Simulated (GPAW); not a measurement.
# MnO2 (Pnnm): the O K absorption edge, part 3 of 3

Aim: the near-edge shape at the O K edge of MnO2 (Pnnm), and what the core hole does to it.

GPAW 26.7.0; X-ray absorption from dipole matrix elements to empty bands, plane-wave PAW LDA+U.

So far. Step 5 (Spectrum with FCH, O atom 3): The hole costs E(hole) − E(ground) = 518.06 eV, and the lowest empty level of the hole cell on the spectrum's mesh lies at 5.99 eV, which puts the zero at 524.06 eV. Step 6 (Excitation energy, O atom 3): The total-energy difference is 524.19 eV.

### Step 7. Spectrum with HCH, O atom 3

The holes are 6.2 Å apart. The data set carries half a charge, which charge=0 leaves uncompensated but for the background. Half a hole is Slater's transition state, a compromise that weakens the attraction. After the field has converged, empty bands are computed with the density fixed and the dipole matrix elements are summed.

Changed against the first core-hole run: core hole from full to half.

File xas.py:

```python
import numpy as np
from ase import Atoms
from ase.parallel import parprint, paropen
from gpaw import GPAW, PW, FermiDirac, Mixer, MixerDif, setup_paths
from gpaw.test import gen
setup_paths.insert(0, '.')
gen('O', name='hch1s', xcname='LDA', corehole=(1, 0, 0.5), write_xml=True)
from gpaw.mpi import world
world.barrier()

atoms = Atoms('Mn8O16',
    cell=[[-4.33057597, 4.46231267, 0],
     [-4.33057597, -4.46231267, 0],
     [4.33057597, 0, 5.7249536]],
    scaled_positions=[[0.125, 0.625, 0.25],
     [0.625, 0.125, 0.25],
     [0.375, 0.875, 0.75],
     [0.875, 0.375, 0.75],
     [0, 0, 0],
     [0.5, 0.5, 0],
     [0.25, 0.25, 0.5],
     [0.75, 0.75, 0.5],
     [0.42948516, 0.60652248, 0.25],
     [0.92948515, 0.10652249, 0.25],
     [0.67948515, 0.85652248, 0.75],
     [0.17948516, 0.35652249, 0.75],
     [0.01847751, 0.69551484, 0],
     [0.51847752, 0.19551484, 0],
     [0.26847751, 0.94551485, 0.5],
     [0.76847752, 0.44551484, 0.5],
     [0.98152248, 0.30448515, 0],
     [0.48152249, 0.80448516, 0],
     [0.23152249, 0.55448516, 0.5],
     [0.73152248, 0.05448516, 0.5],
     [0.82051484, 0.64347752, 0.25],
     [0.32051484, 0.14347751, 0.25],
     [0.07051485, 0.89347752, 0.75],
     [0.57051485, 0.39347751, 0.75]],
    magmoms=[4.0, 4.0, 4.0, 4.0, -4.0, -4.0, -4.0, -4.0, 0.0, 0.0, 0.0, 0.0, 0.0, 0.0, 0.0, 0.0, 0.0, 0.0, 0.0, 0.0, 0.0, 0.0, 0.0, 0.0],
    pbc=True)
atoms.calc = calc = GPAW(legacy_gpaw=True, mode=PW(500), xc='LDA', setups={'Mn': ':d,3.9', 8: 'hch1s'},
    kpts={'size': (2, 2, 2), 'gamma': True}, occupations=FermiDirac(0.02),
    charge=0, mixer=MixerDif(0.05, 8, 50), maxiter=150,
    convergence={'density': 0.0001}, txt='scf.txt')
energy = atoms.get_potential_energy() + calc.get_reference_energy()
ef = calc.get_fermi_level()
out = dict(energy=energy, fermi=ef, forces=atoms.get_forces().tolist(), magmoms=atoms.get_magnetic_moments().tolist())
parprint(f'all-electron energy {energy:.4f} eV, Fermi level {ef:.4f} eV')
ev = np.array([[calc.get_eigenvalues(k, s) for k in range(len(calc.get_ibz_k_points()))] for s in range(calc.get_number_of_spins())])
out['homo'], out['lumo'], out['counts'] = ev[ev < ef].max(), ev[ev > ef].min(), sorted(set((ev < ef).sum((0, 2)).tolist()))
out['filled'] = (ev[:, 0] < ef).sum(1).tolist()

from ase.units import Ha
from gpaw.xas import dipole_matrix_elements
nb = int(calc.get_number_of_electrons() / 2) + 174
top, nb = nb, nb + 8 + nb // 12
nscf = calc.fixed_density(kpts={'size': (3, 3, 3), 'gamma': True}, nbands=nb,
    convergence={'bands': top, 'eigenstates': 1e-5}, maxiter=60, txt='nscf.txt')
cell = atoms.cell.array
ops = [cell.T @ U.T @ np.linalg.inv(cell.T) for U in nscf.wfs.kd.symmetry.op_scc]
filled = [108, 108]  # bands filled in the ground state, by spin
E = np.arange(-6, 34, 0.1)
fwhm = np.interp(E, [4, 25], [0.9, 3.5])
Y, X, zero, highest = 0, 0, 1e9, 1e9
for spin in range(nscf.get_number_of_spins()):
    wfs = nscf.wfs
    A = dipole_matrix_elements(wfs.setups[8])
    eps = np.zeros((wfs.kd.nibzkpts, nb))
    d = np.zeros((3, A.shape[1], wfs.kd.nibzkpts, nb), complex)
    for kpt in wfs.kpt_u:
        if kpt.s == spin and 8 in kpt.P_ani:
            eps[kpt.k] = kpt.eps_n * Ha
            d[:, :, kpt.k] = (kpt.weight * wfs.nspins / 2) ** 0.5 * np.inner(A, kpt.P_ani[8])
    world.sum(eps)
    world.sum(d)
    T = np.einsum('amkn,bmkn->abkn', d, d.conj()).real
    T = sum(np.einsum('ai,ijkn,bj->abkn', R, T, R) for R in ops) / len(ops)
    empty = np.ones_like(eps, bool) & (np.arange(nb) >= filled[spin])
    zero, highest = min(zero, eps[empty].min()), min(highest, eps[:, top - 1].min())
    lines = [(eps, T, empty)] if spin == 0 else lines + [(eps, T, empty)]
for eps, T, empty in lines:
    f = np.einsum('aakn->akn', T).reshape(3, -1)
    x = eps.ravel() - zero
    w = np.interp(x, E, fwhm) / 2.35482
    g = np.exp(-0.5 * ((E[:, None] - x) / w) ** 2) / (w * (2 * np.pi) ** 0.5)
    Y = Y + (f * empty.ravel()) @ g.T
    X = X + (f * ~empty.ravel()) @ g.T
out.update(E=E.round(2).tolist(), xas=Y.tolist(), xes=X.tolist(), zero=zero, valid=highest - zero, nk=len(eps), nb=nb)
for i in range(0, len(E), 10):
    parprint(f'{E[i]:7.2f}', *(f'{v:10.3e}' for v in Y[:, i]))
import json
with paropen('out.json', 'w') as f:
    json.dump(out, f)
```

On the command line:

```sh
$ OMP_NUM_THREADS=1 mpirun -n 4 gpaw python xas.py
```

Numbers of over 12 decimals in the logs are rounded to 6 here.

The program printed:

```text
Input parameters:
  convergence: {density: 0.0001}
  kpts: {gamma: True,
         size: (2, 2, 2)}
  maxiter: 150
  mixer: {backend: pulay,
          beta: 0.05,
          method: difference,
          nmaxold: 8,
          weight: 50}
  mode: {ecut: 500.0,
         name: pw}
  occupations: {fixmagmom: False,
                name: fermi-dirac,
                width: 0.02}
  setups: {8: hch1s,
           Mn: :d,3.9}

[...]
2s:      -1.207218    -1.208471
2p:      -0.667934    -0.672941
*d:                    0.000894
*f:                    0.033554
-------------------------------
all-electron energy -284032.5559 eV, Fermi level 5.8009 eV
  -6.00  3.075e-61  4.735e-60  1.576e-64
  -5.00  7.222e-45  1.079e-43  2.241e-47
  -4.00  1.922e-31  2.645e-30  3.434e-33
  -3.00  7.002e-21  7.226e-20  5.731e-22
[...]
32.00  8.079e-05  6.565e-05  9.056e-05
  33.00  7.775e-05  6.763e-05  1.052e-04
[key lines of the parts left out:]
Converged after 24 iterations.
Dipole moment: (-0.099060, -0.053197, -0.079406) |e|*Ang
Free energy:   -207.502186
Fermi level: 5.80086
```

Run time: 14 min. Hardware: 4 MPI ranks of Arm Neoverse V1, shared host; peak memory 1.1 GiB.

```
E (eV)  first run  this run
  -2.0       0.00      0.00
  -1.0       0.00      0.00
   0.0       0.32      0.17
   1.0       1.51      1.81
   2.0       0.90      1.07
   3.0       1.17      1.26
   4.0       1.37      1.99
   5.0       0.09      0.16
   6.0       0.00      0.00
   7.0       0.00      0.00
   8.0       0.04      0.03
   9.0       0.19      0.15
  10.0       0.76      0.51
  11.0       1.50      1.03
  12.0       1.71      1.27
  13.0       1.81      1.41
  14.0       2.12      1.80
  15.0       2.21      2.16
  16.0       1.74      2.00
  17.0       1.12      1.48
  18.0       0.69      0.93
  19.0       0.46      0.56
  20.0       0.38      0.42
  21.0       0.39      0.39
  22.0       0.44      0.42
  23.0       0.49      0.47
  24.0       0.55      0.51
  25.0       0.59      0.55
  26.0       0.61      0.56
  27.0       0.59      0.55
  28.0       0.57      0.52
  29.0       0.55      0.50
  30.0       0.55      0.49
  31.0       0.56      0.49
  32.0       0.59      0.50
```

Against the first run the r.m.s. difference is 23 %. The highest intensity below 16 eV goes from 14.7 eV (2.24) to 15.2 eV (2.17).

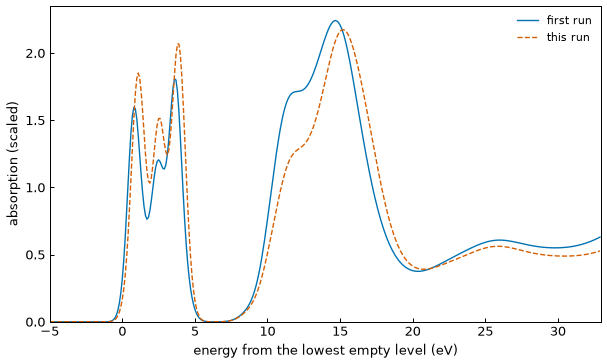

The effect of the change (core hole from full to half).

### Step 8. With and without the hole

Both curves are counted from their own zero, so only the shift of weight within the empty states shows.

```
E (eV)  no hole   FCH
  -2.0     0.00  0.00
  -1.0     0.00  0.00
   0.0     0.09  0.32
   1.0     1.53  1.51
   2.0     1.29  0.90
   3.0     1.70  1.17
   4.0     2.17  1.37
   5.0     0.53  0.09
   6.0     0.00  0.00
   7.0     0.00  0.00
   8.0     0.03  0.04
   9.0     0.14  0.19
  10.0     0.38  0.76
  11.0     0.77  1.50
  12.0     0.98  1.71
  13.0     1.08  1.81
  14.0     1.42  2.12
  15.0     1.93  2.21
  16.0     2.02  1.74
  17.0     1.72  1.12
  18.0     1.20  0.69
  19.0     0.71  0.46
  20.0     0.48  0.38
  21.0     0.41  0.39
  22.0     0.42  0.44
  23.0     0.45  0.49
  24.0     0.49  0.55
  25.0     0.53  0.59
  26.0     0.54  0.61
  27.0     0.51  0.59
  28.0     0.48  0.57
  29.0     0.46  0.55
  30.0     0.45  0.55
  31.0     0.45  0.56
  32.0     0.45  0.59
```

With each curve scaled to its own mean, the area from −2 to 6 eV with the hole is 5.4 against 7.3, and the centre of weight from −1 to 20 eV moves by +0.3 eV (first and strongest maxima below 20 eV: 1.3 eV (1.89), 2.7 eV (1.90), 4.2 eV (2.29) and 15.7 eV (2.04) without the hole, 0.8 eV (1.60), 3.6 eV (1.81) and 14.7 eV (2.24) with it): the weight at the onset falls, probably as the absorber's own filled states drop away from the neighbours' empty ones and mix less with them.

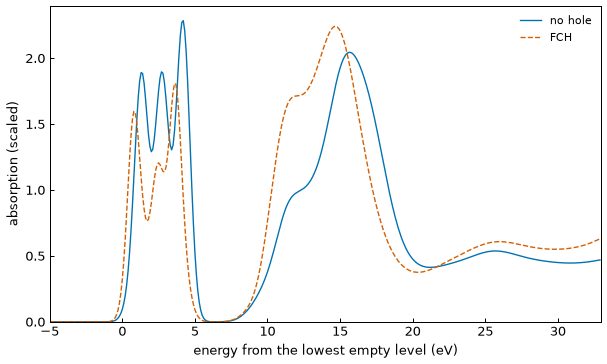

The O K edge with and without the core hole, each from its own zero; the highest intensity below 16 eV lies at 14.7 eV with the hole.

### Step 9. Runs not followed above

These runs aren't followed: redraws of a spectrum that repeat one shown, runs with a planted fault or a state judged unsound, or a program's part that gave no sound spectrum.

| program | step | status | elapsed |
| --- | --- | --- | --- |
| GPAW | spectrum with FCH | converged | 15 min |

### Step 10. Summary of results

```yaml
absorber_and_edge: O K, atom 3 of the ground-state input (counted from 1)
surroundings: 2 Mn at 1.88 Å and 1 Mn at 1.90 Å (distorted trigonal planar, site symmetry m)
highest_intensity_below_16_ev: 14.7 eV above the zero, height 2.24
photon_energy_of_the_zero_spin_polarised_hole_raw: 524.1 eV (LDA puts this hole about 4 eV below PBE, itself good to a few eV)
```

**Reading.** The O K edge of atom 3, with 2 Mn at 1.88 Å and 1 Mn at 1.90 Å (distorted trigonal planar, site symmetry m), has its highest intensity of the first 16 eV at 14.7 eV above the zero, near 539 eV in photon energy (LDA puts this hole about 4 eV below PBE, itself good to a few eV), 2.2 times the mean level of the first 20 eV (Gaussian full width 0.9 eV up to 4 eV, rising linearly to 3.5 eV at 25 eV). With each curve scaled to its own mean, the area from −2 to 6 eV with the hole is 5.4 against 7.3, and the centre of weight from −1 to 20 eV moves by +0.3 eV (first and strongest maxima below 20 eV: 1.3 eV (1.89), 2.7 eV (1.90), 4.2 eV (2.29) and 15.7 eV (2.04) without the hole, 0.8 eV (1.60), 3.6 eV (1.81) and 14.7 eV (2.24) with it): the weight at the onset falls, probably as the absorber's own filled states drop away from the neighbours' empty ones and mix less with them. The neutral-cell energy lies +0.1 eV from the charged-cell zero, a gap made of the charged-cell error and of where the added electron settles. Changing the core hole from full to half alters the shape by 23 % r.m.s., a modest effect on the whole. At the O K edge of atom 3 polarisation matters most near 16.0 eV, where the curves differ by 1.1 on this scale. The hole lies in one spin channel, while the script sums the empty states of both and takes the lower zero; where the two channels are split, this blurs and shifts the curve. The spins start antiferromagnetically in a simple order, which needn't be the measured one; gap and edge can depend on it. The holes are only 6.2 Å apart, so the shape is probably not converged with cell size; no larger cell was run here. The mesh is coarse (0.38 Å⁻¹ between points), so small maxima may be mesh ripples. The structure is a computed Materials Project entry and may be a hypothetical form.

[Banner, clock and machine lines of the logs are left out without a mark of their own.]

[Logs are printed without paths, hosts, clocks, repeated set-up lines and the standing remarks that a program may print on its own settings, such as how far it seeks lower states.]

[Hosts, paths, dates, database ids (printed as entryN), source tags and the programs' standing remarks are cut or masked in the printed files.]

[Lists of maxima count a maximum above −3 eV only where it reaches 4 % of the highest in the window and stands out from its surroundings by 2 % of it (1.5 % where it reaches 55 %); shoulders and weaker maxima are passed over, and of the rest the first, up to two pre-edge ones and the few strongest are named.]
